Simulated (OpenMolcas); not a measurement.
**How methods differ on CH3BClFO (methoxychlorofluoroborane)**

CH3BClFO has 8 atoms, charge 0, and is taken as a singlet. SMILES: `COB(F)Cl`. The coordinates come from a PBE0-D4/def2-TZVP relaxation. This is one conformer, not always the lowest.

Each level gives the HOMO–LUMO gap (eV). The values are calculated.

```
         level           kind     program  value (eV)  CPU time
    HF/cc-pVDZ   Hartree–Fock  OpenMolcas       17.61      13 s
  BLYP/cc-pVDZ            GGA  OpenMolcas        7.41      48 s
revPBE/cc-pVDZ            GGA  OpenMolcas        7.47      51 s
 M06-L/cc-pVDZ       meta-GGA  OpenMolcas        8.19      65 s
r2SCAN/cc-pVDZ       meta-GGA  OpenMolcas        8.23      64 s
 BHLYP/cc-pVDZ  global hybrid  OpenMolcas       12.56      47 s
  PBE0/cc-pVDZ  global hybrid  OpenMolcas       10.02      47 s
B2PLYP/cc-pVDZ  double hybrid  OpenMolcas       12.87      38 s
```

The values span 7.41 to 17.61 eV. Orbital gaps aren't excitation energies, and those of double hybrids come from the SCF part alone; they tend to grow with the share of exact exchange. CPU times are rough (shared hosts, several kinds of processor): they show what a rung costs within a factor of a few.

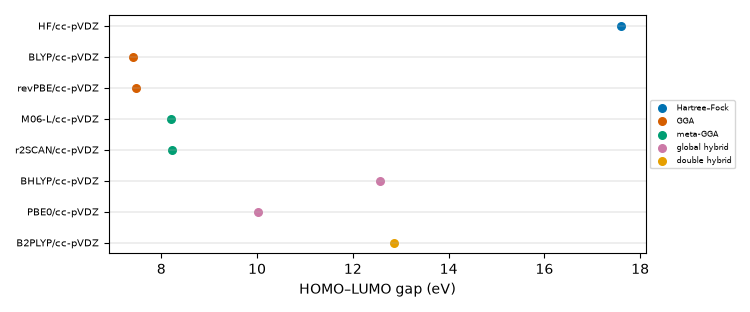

The values of the table, level by level.
